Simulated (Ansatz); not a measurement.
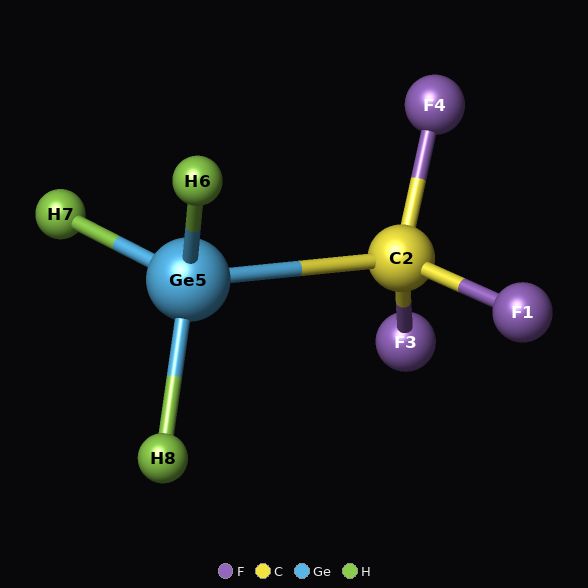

Harmonic vibrations computed with RKS PBE0-D4/def2-TZVP (Ansatz 0.2.0) at a stationary point of the same level.

Question: Minimum or transition state?

Answer: A minimum: no imaginary frequency, and the lowest mode lies at 96 cm⁻¹.

Question: List the wavenumbers.

Answer: 18 modes: 96, 206, 206, 307, 494, 494, 584, 584, 739, 805, 872, 872, 1143, 1143, 1200, 2186, 2200, 2200 cm⁻¹.
